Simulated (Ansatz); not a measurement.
# AlFH₃NSi: basis-set convergence

How large a basis does AlFH₃NSi need? Two functionals are run in growing sets.

Computed with Ansatz 0.2.0, Gaussian basis. Level: one geometry, several basis sets.

The runs, in order: PBE0-D4/def2-SVP; ωB97M-V/def2-SVP; PBE0-D4/def2-QZVPP; ωB97M-V/def2-QZVPP; the functionals' def2-TZVPP values are taken from earlier runs.

### Step 1. Structure used throughout

The geometry comes from an earlier relaxation with PBE0-D4 in a triple-zeta def2 set; it is a stationary point, not always the lowest conformer.

SMILES `[F][Al]1[NH][SiH2]1`, 7 atoms, charge 0, spin multiplicity 1.

Atoms are counted from 1 here; the program's logs count them from 0.

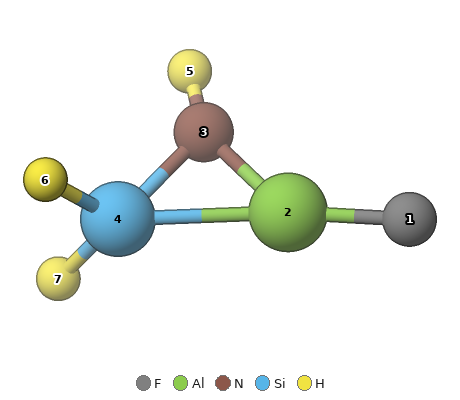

The structure; fluorine grey, aluminium green, nitrogen brown, silicon blue, hydrogen yellow; atoms are numbered from 1 in the order of the file.

As a file:

```
F    -0.2552   -2.7198    1.3759
Al   -0.2778   -1.2601    0.6236
N     0.9116   -0.0813    0.0727
Si   -0.5724    0.7492   -0.4244
H     1.8692    0.2183   -0.0365
H    -0.8569    2.0585    0.2316
H    -0.7574    0.9673   -1.8886
```

### Step 2. PBE0-D4 in def2-SVP

File in.yaml:

```yaml
crystal:
  periodic: [false, false, false]
  atoms:
    - {symbol: F, position_ang: [-0.255155, -2.719762, 1.375876]}
    - {symbol: Al, position_ang: [-0.277783, -1.260133, 0.623583]}
    - {symbol: N, position_ang: [0.911597, -0.081330, 0.072742]}
    - {symbol: Si, position_ang: [-0.572379, 0.749166, -0.424407]}
    - {symbol: H, position_ang: [1.869239, 0.218279, -0.036482]}
    - {symbol: H, position_ang: [-0.856947, 2.058494, 0.231581]}
    - {symbol: H, position_ang: [-0.757372, 0.967286, -1.888594]}
basis:
  gaussian: {orbitals: def2-SVP}
hamiltonian: {xc: pbe0, dispersion: d4}
output: {orbitals: {seedname: orbitals}}
```

On the command line:

```
ansatz run in.yaml --threads 2 --pin off --events-out ev --progress --plain --max-ram 4352MiB
```

Further steps of the session: ωB97M-V in def2-SVP; PBE0-D4 in def2-QZVPP; ωB97M-V in def2-QZVPP.

Q: Predict the results of all the runs planned. Wanted: PBE0-D4: double and triple zeta above quadruple; ωB97M-V: double and triple zeta above quadruple.

As calculated:

```
                                       quantity           value
PBE0-D4: double and triple zeta above quadruple  11.21, 0.72 eV
ωB97M-V: double and triple zeta above quadruple  11.27, 0.68 eV
```

What this shows: For PBE0-D4 the step from double to triple zeta gains 10.49 eV and the next only 0.72 eV. Total energies overstate the basis error of differences, where much of it tends to cancel.
